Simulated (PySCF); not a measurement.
## Run report: C₃H₅FS, NMR shielding calculation

The run: NMR shielding calculation of C₃H₅FS, SMILES FC1CSC1. Method and program: GIAO OLYP/def2-SVP NMR shielding, non-relativistic, gas phase (PySCF 2.14.0).

Some settings of this run were made unusual or wrong on purpose. The geometry comes from this level: GFN2-xTB.

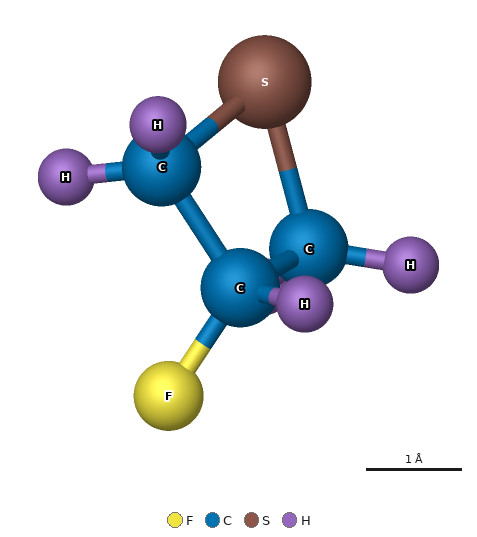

Fig. 1: The input geometry (ball-and-stick view, seen at a tilt).

Input
```
{"job": {"kind": "nmr", "xc": "OLYP", "basis": "def2-SVP", "pop": false, "scf": {"aux": "cc-pvdz-ri", "max_cycle": 76}}, "charge": 0, "multiplicity": 1}
F      0.187245     0.920241    -1.611069
C     -0.128032     0.614145    -0.311223
C      1.059582     0.121644     0.510309
S      0.048509    -1.219263     1.243356
C     -0.976648    -0.645346    -0.162910
H     -0.603224     1.505621     0.110841
H      1.468891     0.816074     1.238444
H      1.851289    -0.291168    -0.112358
H     -0.874615    -1.317785    -1.012937
H     -2.024114    -0.499510     0.085018
```

The first line tells a small driver script what to run in PySCF; the rest is the geometry in Å.

Run as:
```bash
OMP_NUM_THREADS=1 python <driver script> task.json out
```

The program's output
```
final grid: 83840 points
cycle   1  E = -614.9929693723  dE =  4.495e-01  |g| = 5.228e-01  |ddm| = 3.389e+00
cycle   2  E = -614.9096620507  dE =  8.331e-02  |g| = 8.837e-01  |ddm| = 1.825e+00
cycle   3  E = -615.0433084077  dE = -1.336e-01  |g| = 9.671e-02  |ddm| = 1.209e+00
cycle   4  E = -615.0455183439  dE = -2.210e-03  |g| = 3.041e-02  |ddm| = 1.880e-01
cycle   5  E = -615.0457106406  dE = -1.923e-04  |g| = 1.087e-02  |ddm| = 4.044e-02
cycle   6  E = -615.0457396952  dE = -2.905e-05  |g| = 3.999e-03  |ddm| = 2.311e-02
cycle   7  E = -615.0457444097  dE = -4.715e-06  |g| = 5.962e-04  |ddm| = 5.955e-03
cycle   8  E = -615.0457444903  dE = -8.054e-08  |g| = 1.813e-04  |ddm| = 9.118e-04
cycle   9  E = -615.0457444979  dE = -7.665e-09  |g| = 3.667e-05  |ddm| = 2.698e-04
cycle  10  E = -615.0457444983  dE = -3.879e-10  |g| = 4.021e-06  |ddm| = 7.724e-05
converged SCF energy = -615.0457444983

GIAO shielding tensors (ppm)
atom      isotropic    diamagn.    paramagn.     s11        s22        s33       span
  0 F      330.922     466.992    -136.070    247.474    363.706    381.586    134.112
  1 C      107.938     243.393    -135.456     75.976     94.251    153.585     77.609
  2 C      153.270     249.386     -96.116    133.735    144.620    181.455     47.720
  3 S      641.625    1054.592    -412.966    393.004    583.539    948.333    555.329
  4 C      153.274     249.379     -96.105    133.728    144.640    181.455     47.727
  5 H       26.481      29.690      -3.210     23.207     27.564     28.670      5.463
  6 H       28.857      29.771      -0.914     25.376     26.462     34.733      9.357
  7 H       28.329      30.341      -2.013     24.991     26.959     33.037      8.046
  8 H       28.328      30.334      -2.006     24.991     26.955     33.038      8.047
  9 H       28.853      29.771      -0.917     25.366     26.462     34.732      9.366
```

Outcome

| quantity | value |
| --- | --- |
| outcome | converged |
| total energy | −615.045744 hartree |
| HOMO | −5.08 eV |
| LUMO | −0.36 eV |
| dipole moment | 0.73 D |
| isotropic shielding, F | 330.9 ppm |
| isotropic shielding, C | 107.9 to 153.3 ppm |
| isotropic shielding, S | 641.6 ppm |
| isotropic shielding, H | 26.5 to 28.9 ppm |
| hardware | 1 CPU thread, shared host |
| wall time | 7.8 s |
| peak memory | 0.43 GiB |

Diagnosis

Some settings of this run were drawn to be unusual or wrong. It converged; results that depend on the unusual settings are not reference values.
